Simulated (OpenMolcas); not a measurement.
## Multiconfigurational calculation, with input and output: V³⁺ complex

V³⁺ with 4 ligands (O; tetrahedron, 1.89 Å), neutralised by 4 outer point charges of +1.2 e, whose field is part of the energies. Computed at this level: state-averaged CASSCF, active space 2 electrons in the shell 3d, basis ANO-RCC-VDZP on the metal and ANO-RCC-VDZP on the ligands, DKH2 scalar Hamiltonian, spin-orbit coupling by RASSI with atomic mean-field integrals (OpenMolcas).

Input:
```
&GATEWAY
Coord
5

V 0.0 0.0 0.0
O 1.091192 1.091192 1.091192
O 1.091192 -1.091192 -1.091192
O -1.091192 1.091192 -1.091192
O -1.091192 -1.091192 1.091192
Basis=V.ANO-RCC-VDZP,O.ANO-RCC-VDZP
Group=NoSym
NoMove
AngMom=0.0 0.0 0.0
AMFI
RICD
XField
4 Angstrom 0
2.938713 2.938713 2.938713 1.250000
2.938713 -2.938713 -2.938713 1.250000
-2.938713 2.938713 -2.938713 1.250000
-2.938713 -2.938713 2.938713 1.250000
&SEWARD
&RASSCF
FileOrb=start.orb
Symmetry=1
Spin=3
nActEl=2 0 0
Inactive=29
Ras2=5
CIRoot=10 10 1
SDav=10
CIMx=300
Iter=150 100
PrWF=0.3
OrbListing=Nothing
MaxOrb=0
LevShft=1.0
>>> COPY $Project.JobIph JOB001
&RASSCF
FileOrb=start.orb
Symmetry=1
Spin=1
nActEl=2 0 0
Inactive=29
Ras2=5
CIRoot=15 15 1
SDav=15
CIMx=300
Iter=150 100
PrWF=0.3
OrbListing=Nothing
MaxOrb=0
LevShft=1.0
>>> COPY $Project.JobIph JOB002
&RASSI
NrOfJobIphs=2 10 15
1 2 3 4 5 6 7 8 9 10
1 2 3 4 5 6 7 8 9 10 11 12 13 14 15
IphNames
JOB001
JOB002
EJob
SpinOrbit
DIPRint=1.0
SOCoupling=1000.0
Subsets=2
Property=9
'ANGMOM' 1 'ANGMOM' 2 'ANGMOM' 3 'MLTPL  1' 1 'MLTPL  1' 2 'MLTPL  1' 3
'AMFI' 1 'AMFI' 2 'AMFI' 3
SOProperty=3
'ANGMOM' 1 'ANGMOM' 2 'ANGMOM' 3
```

The file start.orb holds starting orbitals from an earlier step. A driver script formed the levels outside the program, from RASSI's spin-orbit matrix and the active-space energies, averaged over the components of each term or state.

Hardware: 1 thread of Arm Neoverse V1, 24 GiB of memory available, shared host.

Run as:
```bash
OMP_NUM_THREADS=1 MOLCAS_MEM=2457 MOLCAS_PROJECT=a pymolcas a.inp > a.log  # once for each step of the input, in one work folder
```

The program's output (extracts):
```
--- SEWARD ---
Basis set label: V.ANO-RCC...5S4P2D1F.

      Electronic valence basis set:
      ------------------
      Associated Effective Charge  23.000000 au
      Associated Actual Charge     23.000000 au
      Nuclear Model: Point charge

      Shell  nPrim  nBasis  Cartesian Spherical Contaminant
         s      21       5        X
         p      15       4        X
         d      10       2                 X
         f       6       1                 X
                  Relativistic Douglas-Kroll-Hess integrals:
                    - DKH order of Hamiltonian: 2
                    - DKH order of Properties : 0
                  Atomic mean-field integrals
--- RASSCF ---
Wave function specifications:
      -----------------------------

      Number of closed shell electrons          58
      Number of electrons in active shells       2
      Max number of holes in RAS1 space          0
      Max nr of electrons in RAS3 space          0
      Number of inactive orbitals               29
      Number of active orbitals                  5
      Number of secondary orbitals              56
      Spin quantum number                      1.0
      State symmetry                             1
Orbital specifications:
      -----------------------

      Symmetry species                           1
                                                 a
      Frozen orbitals                            0
      Inactive orbitals                         29
      Active orbitals                            5
      RAS1 orbitals                              0
      RAS2 orbitals                              5
      RAS3 orbitals                              0
      Secondary orbitals                        56
      Deleted orbitals                           0
      Number of basis functions                 90
      Number of CSFs                            10
      Number of root(s) required                10
      Iter CI   SX   CI       RASSCF       Energy    max ROT     max BLB   max BLB  Level Ln srch  Step   QN
          iter iter root      energy       change     param      element    value   shift minimum  type update
 Nr of preliminary CI iterations:   1
      Total energies have been shifted. Add                -1000.00 au
        1   1   10    0  -246.74085794    0.00E+00  -8.52E-02   12  56 1 -5.48E-01*  1.04   0.00    SX    NO
        2   1   11    0  -248.43314366   -1.69E+00* -6.32E-02   14  58 1 -2.07E-01*  0.98   0.00    SX    NO
        3   1   11    0  -248.77821084   -3.45E-01* -2.16E-02   26  82 1  8.28E-02*  1.04   0.00    SX    NO
        4   1   10    0  -248.82949204   -5.13E-02* -8.98E-03   11  55 1  4.66E-02*  1.06   0.00    SX    NO
        5   1   10    0  -248.84850137   -1.90E-02* -1.14E-02   11  55 1  2.24E-02*  1.07   2.50    LS   YES
        6   1   10    0  -248.86120308   -1.27E-02*  9.61E-03   14  35 1 -1.11E-02*  1.08   1.47    QN   YES
        7   1   10    0  -248.86590563   -4.70E-03*  1.10E-02   26  82 1 -1.41E-02*  1.08   1.80    QN   YES
        8   1    9    0  -248.86893309   -3.03E-03* -7.42E-03   11  55 1 -8.24E-03*  1.07   1.62    QN   YES
        9   1    9    0  -248.87034483   -1.41E-03* -4.81E-03   14  51 1 -3.89E-03*  1.07   1.60    QN   YES
       10   1    9    0  -248.87104579   -7.01E-04*  3.53E-03   26  82 1  3.70E-03*  1.06   1.65    QN   YES
       11   1    9    0  -248.87142561   -3.80E-04* -3.14E-03   26  82 1  3.56E-03*  1.06   1.55    QN   YES
       12   1    8    0  -248.87158218   -1.57E-04*  1.33E-03   11  55 1  1.33E-03*  1.06   1.44    QN   YES
       13   1    8    0  -248.87162998   -4.78E-05* -1.26E-03    7  31 1  5.57E-04*  1.06   1.42    QN   YES
       14   1    8    0  -248.87164430   -1.43E-05* -8.75E-04   26  82 1 -5.91E-04*  1.06   1.45    QN   YES
       15   1    7    0  -248.87164873   -4.42E-06* -4.23E-04   11  55 1 -2.95E-04*  1.06   1.39    QN   YES
       16   1    6    0  -248.87164980   -1.07E-06* -1.57E-04   11  51 1  7.70E-05   1.06   1.33    QN   YES
       17   1    6    0  -248.87165001   -2.16E-07* -6.18E-05   26  82 1  5.76E-05   1.06   1.36    QN   YES
       18   1    6    0  -248.87165006   -5.11E-08* -2.25E-05   26  82 1  3.60E-05   1.06   1.40    QN   YES
       19   1    5    0  -248.87165008   -1.35E-08*  1.60E-05    7  52 1  8.27E-06   1.06   1.39    QN   YES
       20   1    5    0  -248.87165008   -3.55E-09   8.28E-06   26  82 1 -6.94E-06   1.06   1.47    QN   YES
      Convergence after 20 iterations
       21   1    5    0  -248.87165008   -1.11E-09   8.28E-06   26  82 1 -5.89E-06   1.06   1.47    QN   YES
      Natural orbitals and occupation numbers for root  1
      sym 1:  -0.000000   1.000000  -0.000000   0.000000   1.000000
      Natural orbitals and occupation numbers for root  2
      sym 1:   0.000000   0.635667   0.635667   0.364333   0.364333
      Natural orbitals and occupation numbers for root  3
      sym 1:   0.000000   0.726223   0.273777   0.273777   0.726223
::    RASSCF root number  1 Total energy:  -1248.92602070
::    RASSCF root number  2 Total energy:  -1248.89641151
::    RASSCF root number  3 Total energy:  -1248.89641151
::    RASSCF root number  4 Total energy:  -1248.89641151
::    RASSCF root number  5 Total energy:  -1248.87537792
::    RASSCF root number  6 Total energy:  -1248.87537792
::    RASSCF root number  7 Total energy:  -1248.87537792
::    RASSCF root number  8 Total energy:  -1248.82503728
::    RASSCF root number  9 Total energy:  -1248.82503728
::    RASSCF root number 10 Total energy:  -1248.82503728
--- RASSCF ---
Wave function specifications:
      -----------------------------

      Number of closed shell electrons          58
      Number of electrons in active shells       2
      Max number of holes in RAS1 space          0
      Max nr of electrons in RAS3 space          0
      Number of inactive orbitals               29
      Number of active orbitals                  5
      Number of secondary orbitals              56
      Spin quantum number                      0.0
      State symmetry                             1
Orbital specifications:
      -----------------------

      Symmetry species                           1
                                                 a
      Frozen orbitals                            0
      Inactive orbitals                         29
      Active orbitals                            5
      RAS1 orbitals                              0
      RAS2 orbitals                              5
      RAS3 orbitals                              0
      Secondary orbitals                        56
      Deleted orbitals                           0
      Number of basis functions                 90
      Number of CSFs                            15
      Number of root(s) required                15
      Iter CI   SX   CI       RASSCF       Energy    max ROT     max BLB   max BLB  Level Ln srch  Step   QN
          iter iter root      energy       change     param      element    value   shift minimum  type update
 Nr of preliminary CI iterations:   1
      Total energies have been shifted. Add                -1000.00 au
        1   1   10    0  -248.80973989    0.00E+00  -8.15E-03   33  42 1 -5.66E-03*  1.04   0.00    SX    NO
        2   1    9    0  -248.81045546   -7.16E-04*  4.18E-03   19  30 1 -3.85E-03*  1.04   0.00    SX    NO
        3   1    9    0  -248.81070001   -2.45E-04*  2.66E-03   19  30 1 -2.74E-03*  1.04   0.00    SX    NO
        4   1    9    0  -248.81079975   -9.97E-05*  1.70E-03   19  30 1 -1.96E-03*  1.04   0.00    SX    NO
        5   1    9    0  -248.81084296   -4.32E-05*  2.51E-03   19  30 1 -1.38E-03*  1.04   2.50    LS   YES
        6   1    8    0  -248.81087511   -3.21E-05*  8.52E-04   19  30 1 -5.29E-04*  1.04   1.35    QN   YES
        7   1    7    0  -248.81087855   -3.44E-06*  1.15E-04   25  36 1  1.99E-04*  1.04   1.16    QN   YES
        8   1    6    0  -248.81087902   -4.63E-07*  9.97E-05   18  35 1 -1.57E-04*  1.04   1.87    LS   YES
        9   1    7    0  -248.81087914   -1.27E-07* -1.07E-04   18  35 1 -1.41E-04*  1.04   1.00    QN   YES
       10   1    6    0  -248.81087927   -1.32E-07* -1.05E-04   18  35 1 -1.11E-04*  1.04   1.98    LS   YES
       11   1    6    0  -248.81087932   -4.32E-08* -5.18E-05   18  51 1 -8.57E-05   1.04   1.00    QN   YES
       12   1    6    0  -248.81087936   -4.54E-08* -7.77E-05   18  51 1 -7.81E-05   1.04   2.50    LS   YES
       13   1    6    0  -248.81087939   -3.20E-08*  4.61E-05   18  51 1 -6.67E-05   1.04   1.24    QN   YES
       14   1    5    0  -248.81087940   -9.17E-09  -7.92E-05   18  51 1 -5.17E-05   1.04   2.34    QN   YES
      Convergence after 14 iterations
       15   1    5    0  -248.81087941   -9.00E-09  -7.92E-05   18  51 1 -2.06E-05   1.04   2.34    QN   YES
      Natural orbitals and occupation numbers for root  1
      sym 1:   0.944813   0.044844   0.001675   0.063855   0.944813
      Natural orbitals and occupation numbers for root  2
      sym 1:   0.944813   0.028739   0.071908   0.009728   0.944813
      Natural orbitals and occupation numbers for root  3
      sym 1:   0.492010   0.129201   0.227445   0.473707   0.677637
::    RASSCF root number  1 Total energy:  -1248.86197780
::    RASSCF root number  2 Total energy:  -1248.86197780
::    RASSCF root number  3 Total energy:  -1248.83561144
::    RASSCF root number  4 Total energy:  -1248.83561144
::    RASSCF root number  5 Total energy:  -1248.83561144
::    RASSCF root number  6 Total energy:  -1248.82440681
::    RASSCF root number  7 Total energy:  -1248.81545778
::    RASSCF root number  8 Total energy:  -1248.81545778
::    RASSCF root number  9 Total energy:  -1248.81545778
::    RASSCF root number 10 Total energy:  -1248.79831804
::    RASSCF root number 11 Total energy:  -1248.79831804
::    RASSCF root number 12 Total energy:  -1248.79266511
::    RASSCF root number 13 Total energy:  -1248.79266511
::    RASSCF root number 14 Total energy:  -1248.79266511
::    RASSCF root number 15 Total energy:  -1248.68698970
--- RASSI ---
SPIN-FREE ENERGIES:
  (Shifted by EMIN (a.u.) =      -1248.9260207042)

 SF State       Relative EMIN(au)   Rel lowest level(eV)    D:o, cm**(-1)

     1             0.0000000000        0.0000000000              0.0000
     2             0.0296091971        0.8057072980           6498.4676
     3             0.0296091971        0.8057072980           6498.4676
     4             0.0296091971        0.8057072980           6498.4676
     5             0.0506427850        1.3780603826          11114.8066
     6             0.0506427850        1.3780603826          11114.8066
     7             0.0506427850        1.3780603826          11114.8066
    11             0.0640429091        1.7426963348          14055.7939
    12             0.0640429091        1.7426963348          14055.7939
    13             0.0904092639        2.4601614001          19842.5399
    14             0.0904092639        2.4601614001          19842.5399
    15             0.0904092639        2.4601614001          19842.5399
    10             0.1009834288        2.7478990867          22163.3008
     8             0.1009834288        2.7478990867          22163.3008
     9             0.1009834288        2.7478990867          22163.3008
    16             0.1016138894        2.7650547912          22301.6709
    17             0.1105629221        3.0085703783          24265.7566
    18             0.1105629221        3.0085703783          24265.7566
    19             0.1105629221        3.0085703783          24265.7566
    20             0.1277026640        3.4749665138          28027.4951
    21             0.1277026640        3.4749665138          28027.4951
    22             0.1333555902        3.6287904719          29268.1690
    23             0.1333555902        3.6287904719          29268.1690
    24             0.1333555917        3.6287905146          29268.1693
    25             0.2390310030        6.5043649479          52461.2413
     Dipole printing threshold changed to   1.00000000E+00

++ Dipole transition strengths (spin-free states):
   -----------------------------------------------
     for osc. strength at least  1.00000000E+00

  ( Max oscillator strength is only    6.5233531982267332E-004 )
--
Eigenvalues of complex Hamiltonian:
   -----------------------------------
  (Shifted by EMIN (a.u.) =      -1248.9260207042)

 SO State       Relative EMIN(au)   Rel lowest level(eV)    D:o, cm**(-1)

     1            -0.0000588393        0.0000000000              0.0000
     2            -0.0000588393        0.0000000000              0.0000
     3            -0.0000588393        0.0000000000              0.0000
     4             0.0292597659        0.7977998903           6434.6901
     5             0.0294427349        0.8027787312           6474.8471
     6             0.0294427349        0.8027787312           6474.8471
     7             0.0294427349        0.8027787312           6474.8471
     8             0.0296609975        0.8087179603           6522.7502
     9             0.0296609975        0.8087179603           6522.7502
    10             0.0297535877        0.8112374664           6543.0714
    11             0.0297535877        0.8112374664           6543.0714
    12             0.0297535877        0.8112374663           6543.0714
    13             0.0501055486        1.3650425371          11009.8106
    14             0.0501055486        1.3650425371          11009.8106
    15             0.0501055486        1.3650425371          11009.8106
    16             0.0501069744        1.3650813343          11010.1235
    17             0.0501069744        1.3650813343          11010.1235
    18             0.0512221000        1.3954254466          11254.8653
    19             0.0512221000        1.3954254466          11254.8653
    20             0.0512221000        1.3954254466          11254.8653
    21             0.0517436468        1.4096174586          11369.3315
    22             0.0641040405        1.7459609062          14082.1244
    23             0.0641040405        1.7459609062          14082.1244
    24             0.0903005698        2.4588047841          19831.5980
    25             0.0903005698        2.4588047841          19831.5980
    26             0.0903005698        2.4588047841          19831.5980
    27             0.1001515698        2.7268641494          21993.6426
    28             0.1005963840        2.7389681601          22091.2680
    29             0.1005963840        2.7389681601          22091.2680
    30             0.1005963840        2.7389681601          22091.2680
    31             0.1013876834        2.7605005144          22264.9382
    32             0.1013876834        2.7605005144          22264.9382
    33             0.1014917507        2.7633323276          22287.7783
    34             0.1014917507        2.7633323276          22287.7783
    35             0.1014917507        2.7633323275          22287.7783
    36             0.1016674343        2.7681129239          22326.3364
    37             0.1105756926        3.0105189792          24281.4731
    38             0.1105756926        3.0105189792          24281.4731
    39             0.1105756926        3.0105189792          24281.4731
    40             0.1277212880        3.4770743996          28044.4963
    41             0.1277212880        3.4770743996          28044.4963
Weights of the five most important spin-orbit-free states for each spin-orbit state.

 SO State  Total energy (au)           Spin-free states, spin, and weights
 -------------------------------------------------------------------------------------------------------
    1        -0.000059       1 1.0  0.9982    4 1.0  0.0008    2 1.0  0.0006    3 1.0  0.0004   14 0.0  0.0000
    2        -0.000059       1 1.0  0.9982    2 1.0  0.0008    3 1.0  0.0008    4 1.0  0.0001   15 0.0  0.0001
    3        -0.000059       1 1.0  0.9982    4 1.0  0.0009    3 1.0  0.0006    2 1.0  0.0003   13 0.0  0.0000
    4         0.029260       4 1.0  0.3333    3 1.0  0.3333    2 1.0  0.3333    1 1.0  0.0000    7 1.0  0.0000
    5         0.029443       4 1.0  0.4612    3 1.0  0.2882    2 1.0  0.2473    1 1.0  0.0017    7 1.0  0.0006
    6         0.029443       4 1.0  0.4574    2 1.0  0.3266    3 1.0  0.2126    1 1.0  0.0017    7 1.0  0.0005
    7         0.029443       3 1.0  0.4959    2 1.0  0.4228    4 1.0  0.0780    1 1.0  0.0017    5 1.0  0.0008
    8         0.029661       3 1.0  0.3834    4 1.0  0.3444    2 1.0  0.2668    6 1.0  0.0016    7 1.0  0.0014
    9         0.029661       2 1.0  0.3962    4 1.0  0.3187    3 1.0  0.2797    5 1.0  0.0016    7 1.0  0.0015
   10         0.029754       4 1.0  0.5388    3 1.0  0.3123    2 1.0  0.1475    7 1.0  0.0006    6 1.0  0.0006
   11         0.029754       3 1.0  0.5284    2 1.0  0.2955    4 1.0  0.1748    5 1.0  0.0005    6 1.0  0.0005
   12         0.029754       2 1.0  0.5557    4 1.0  0.2851    3 1.0  0.1579    5 1.0  0.0006    7 1.0  0.0004
```

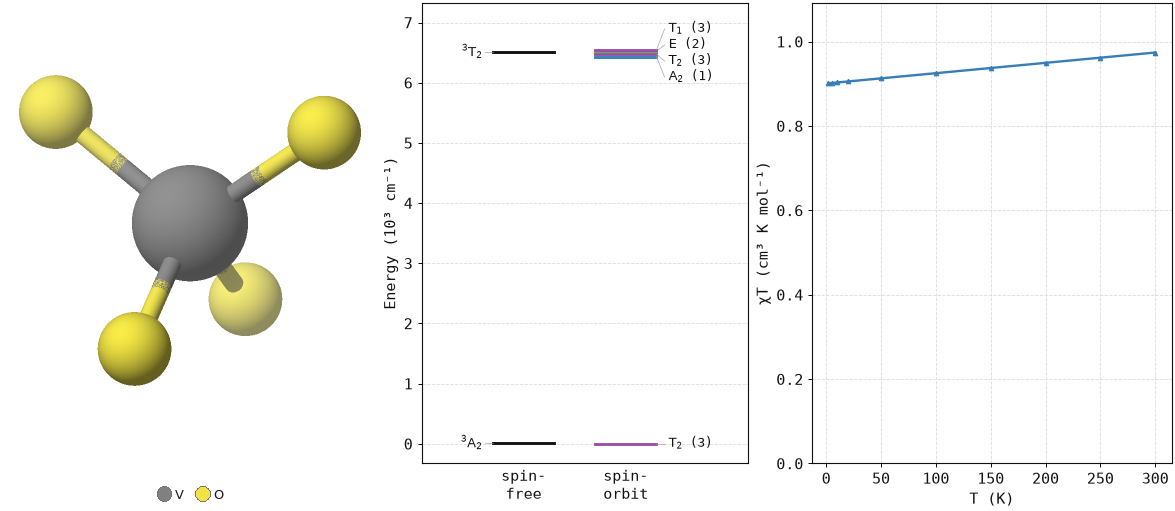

Fig. 1: V³⁺ (3d²) with 4 ligands, O²⁻, at 1.89 Å (arrangement: tetrahedron, Td), neutralised by outer point charges of +1.2 e, and its levels and susceptibility. Labels give the representation in O, Td, D4 or D3 as the site allows (double group for half-integer spin) where it could be assigned and, in brackets, the degeneracy; spin-free states, where drawn, share the zero of the spin-orbit levels. Powder susceptibility by Van Vleck's formula. The ground level is T₂, 3-fold degenerate, 100 % from states of spin multiplicity 3. The next level lies at 6,430 cm⁻¹ (A₂). The lowest spin-free state is ³A₂; of the same spin there follows at 6,500 cm⁻¹ (³T₂) above it. χT is 0.901 cm³ K mol⁻¹ at 2 K and 0.974 at 300 K, an effective moment of 2.79 μB. The active orbitals hold 88 to 94 % metal character (Löwdin), and the Mulliken charge of the metal is +1.63.

Results in brief:

- outcome: converged
- energy of the lowest spin-free term: −1248.92602 hartree
- energy of the lowest spin-orbit level: −1248.92608 hartree
- largest spread among components of a term: 0.0 cm⁻¹
- wall time: 17 s
- peak memory: 0.18 GiB

Notes:

Without dynamic correlation the splittings between terms come out too large, often by 20 to 50 %. Caveats: bare point charges leave oxide and sulfide ligands too diffuse, field too small; distances are set from ionic radii, not optimised.
